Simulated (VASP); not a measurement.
Band structure of HgTe (space group F-43m). Computed with LDA (Ceperley-Alder, Perdew-Zunger), VASP's LDA PAW potentials (set 64) (plane waves; VASP 6.6.1).

Unless said otherwise, spin-orbit coupling is left out, though it shifts the bands of the heavy elements here.

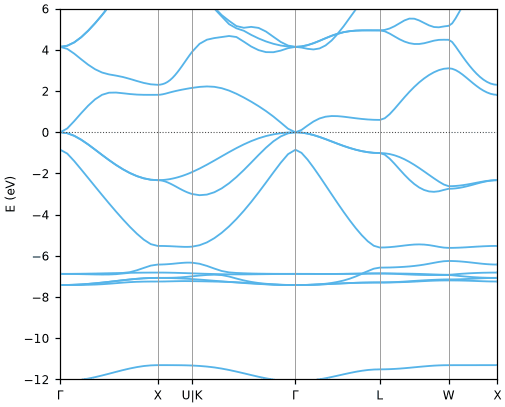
Bands along high-symmetry lines, zero at the valence-band maximum or, without a gap, the Fermi level

Q: Read the plot: is there a gap, and where are the band edges?

A: It has no gap at this level: it comes out as a metal or semimetal. (Edges off the drawn lines would not show.)

The structure comes from a computed database's HgTe entry (F-43m); how it stands against other phases isn't given here. It was relaxed first, which changed the volume by -6 %.
